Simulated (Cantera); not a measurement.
Feed: 1 mol Pb, 1.9 mol CO, 10 mol H₂, held at 10000 Pa.

These are equilibrium values from Cantera (NASA tables, ideal gas, pure condensed phases), not measurements of a reactor. Candidate condensed phases: C, C₆H₆, C₇H₈, C₈H₁₈, H₂O, Pb, PbO, PbO₂, Pb₃O₄; 113 gas species. Equilibrium is a limit: real reactors are often held back by kinetics, nucleation or transport.

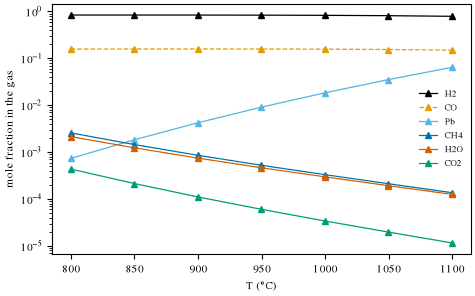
Figure: Equilibrium gas composition (values under 1e-9 drawn at 1e-9)

From 800 °C to 1100 °C the condensed part is Pb(l). The main Pb-bearing gas is Pb throughout. The share of Pb in condensed phases is highest at 800 °C (99.1 %) and lowest at 1100 °C (18.4 %).
